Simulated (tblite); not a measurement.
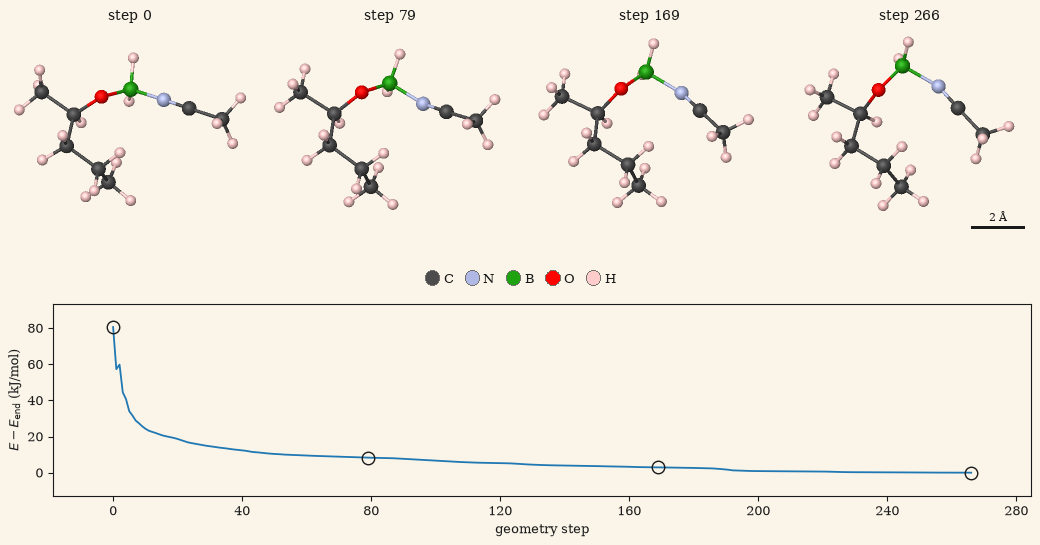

Frames of a relaxation of C7H16BNO, marked on the history of the run. A ball-and-stick model, seen at a tilt.

Level of theory: GFN2-xTB geometry optimisation, gas phase in tblite 0.8.0. 

Q: What happens along the run?

A: Over 266 geometry steps the energy falls by 80.5 kJ/mol. The largest moves after the best rigid fit, 1.74 Å, are those of H atoms. Largest moves by element: H 1.74 Å, C 1.23 Å, B 1.07 Å, N 0.59 Å, O 0.35 Å. Near-neighbour distances that change, for instance: B–N 1.506 → 1.589 Å, C–C 1.488 → 1.430 Å, C–C 1.499 → 1.536 Å, C–H 1.126 → 1.092 Å. Bond angles that change, for instance: C–N–B 178.6° → 157.7°, H–B–H 105.8° → 115.9°, N–B–H 112.0° → 103.3°. Groups turn about C–C by about 40°, B–O by about 40°, C–O by about 25°. From step 0 to 79: an H atom moves most (0.85 Å), energy −72.2 kJ/mol. From step 79 to 169: an H atom moves most (1.05 Å), energy −5.39 kJ/mol. From step 169 to 266: an H atom moves most (1.03 Å), energy −2.92 kJ/mol.

```tsv
step	E − E(0), kJ/mol
0	0.00
1	-23.29
2	-20.77
3	-36.11
4	-39.85
5	-46.51
6	-48.93
7	-51.71
8	-53.19
9	-54.86
10	-56.21
23	-63.67
37	-67.62
50	-70.19
64	-71.35
77	-72.13
91	-73.04
104	-74.28
118	-75.23
131	-76.20
145	-76.70
158	-77.20
172	-77.69
185	-78.13
199	-79.66
212	-79.80
226	-80.20
239	-80.35
253	-80.49
266	-80.55
```
